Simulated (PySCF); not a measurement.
# GaN (triplet) at other levels of theory

Starting from one script, swap the method and compare what comes out for GaN (triplet).

The runs use PySCF 2.14.0; each script names its method and basis.

4 further runs of the same task are left out: 4 that didn't finish.

## 1. Where the work starts

GaN (triplet): 2 atoms, charge 0, spin multiplicity 3.

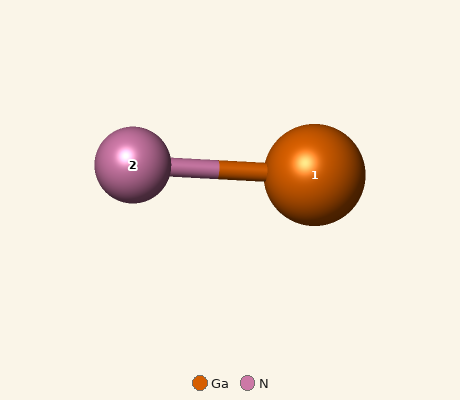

The starting geometry (gallium orange, nitrogen pink); atoms are numbered from 1 in the order of the file.

## 2. The base run

Contents of input.py:

```python
from pyscf import gto, dft

mol = gto.M(
    atom='Ga 0 0 0; N 0 0 1.953',
    basis='pcseg-1',
    charge=0,
    spin=2,
    verbose=3,
)
mf = dft.ROKS(mol, xc='olyp')
mf = mf.newton()
mf.kernel()
g = mf.nuc_grad_method()
g.grid_response = True
g.kernel()
mf.dip_moment()
print('orbital energies (hartree):', mf.mo_energy[..., max(0, mol.nelec[1]-3):mol.nelec[0]+3].round(4))
```

Run with:

```console
> OMP_NUM_THREADS=1 python input.py
```

## 3. MP2 (UHF)

Edit 1 changes step after the SCF: gradient → mp2; SCF type: ROKS → UHF; functional: olyp → none (Hartree–Fock); frozen orbitals: none → 10.

Contents of input.py:

```python
from pyscf import gto, scf, mp

mol = gto.M(
    atom='Ga 0 0 0; N 0 0 1.953',
    basis='pcseg-1',
    charge=0,
    spin=2,
    verbose=3,
)
mf = scf.UHF(mol)
mf = mf.newton()
mf.kernel()
mp.MP2(mf, frozen=10).kernel()
mf.dip_moment()
print('orbital energies (hartree):', [e[max(0, n-3):n+3].round(4) for e, n in zip(mf.mo_energy, mol.nelec)])
```

## 4. Lc_wpbe

Edit 2 changes functional: olyp → lc_wpbe.

Changes to input.py since step 2:

```diff
@@ -9,3 +9,3 @@
 )
-mf = dft.ROKS(mol, xc='olyp')
+mf = dft.ROKS(mol, xc='lc_wpbe')
 mf = mf.newton()
```

## 5. TDA (UKS)

Edit 3 changes step after the SCF: gradient → tda; SCF type: ROKS → UKS; number of roots: none → 3.

Contents of input.py:

```python
from pyscf import gto, dft, tdscf

mol = gto.M(
    atom='Ga 0 0 0; N 0 0 1.953',
    basis='pcseg-1',
    charge=0,
    spin=2,
    verbose=3,
)
mf = dft.UKS(mol, xc='olyp')
mf = mf.newton()
mf.kernel()
td = tdscf.TDA(mf)
td.nstates = 3
td.kernel()
td.analyze()
mf.dip_moment()
print('orbital energies (hartree):', [e[max(0, n-3):n+3].round(4) for e, n in zip(mf.mo_energy, mol.nelec)])
```

## 6. UKS

Edit 4 changes SCF type: ROKS → UKS.

Contents of input.py:

```python
from pyscf import gto, dft

mol = gto.M(
    atom='Ga 0 0 0; N 0 0 1.953',
    basis='pcseg-1',
    charge=0,
    spin=2,
    verbose=3,
)
mf = dft.UKS(mol, xc='olyp')
mf = mf.newton()
mf.kernel()
g = mf.nuc_grad_method()
g.grid_response = True
g.kernel()
mf.dip_moment()
print('orbital energies (hartree):', [e[max(0, n-3):n+3].round(4) for e, n in zip(mf.mo_energy, mol.nelec)])
```

## 7. Pbe

Edit 5 changes functional: olyp → pbe.

Changes to input.py since step 2:

```diff
@@ -9,3 +9,3 @@
 )
-mf = dft.ROKS(mol, xc='olyp')
+mf = dft.ROKS(mol, xc='pbe')
 mf = mf.newton()
```

## 8. B3lyp5

Edit 6 changes functional: olyp → b3lyp5.

Changes to input.py since step 2:

```diff
@@ -9,3 +9,3 @@
 )
-mf = dft.ROKS(mol, xc='olyp')
+mf = dft.ROKS(mol, xc='b3lyp5')
 mf = mf.newton()
```

**Question.** What will these runs give? Wanted: for each run, E(SCF); from base; gap, α spin; SCF dipole; after the SCF.

**Answer**, as computed:

| run | E(SCF) (hartree) | from base (eV) | gap, α spin (eV) | SCF dipole (D) | after the SCF |
| --- | --- | --- | --- | --- | --- |
| base | -1979.790913 | 0 | n/a | 2.90 | n/a |
| MP2 (UHF) | -1977.331171 | not comparable | 11.11 | 2.49 | MP2 correlation -4.344 eV, core frozen |
| lc_wpbe | -1978.935620 | not comparable | n/a | 2.95 | n/a |
| TDA (UKS) | -1979.794530 | -0.0984 | 3.61 | 2.82 | lowest root found 0.23 eV |
| UKS | -1979.794530 | -0.0984 | 3.61 | 2.82 | n/a |
| pbe | -1978.903013 | not comparable | n/a | 2.82 | n/a |
| b3lyp5 | -1979.151975 | not comparable | n/a | 2.89 | n/a |

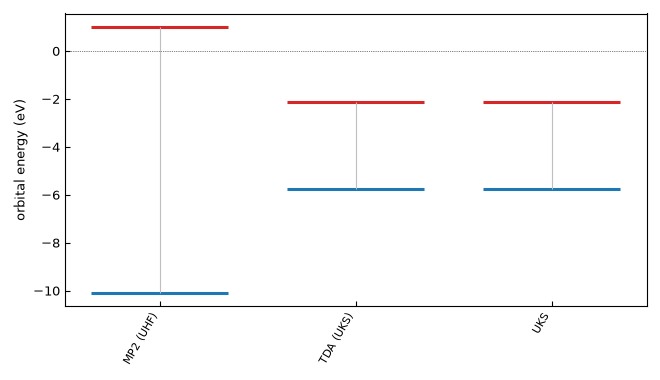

Frontier levels by run: filled blue, empty red. Open-shell runs show the α spin alone.

In words: Total energies of different functionals can't be compared with each other; differences within one functional can.
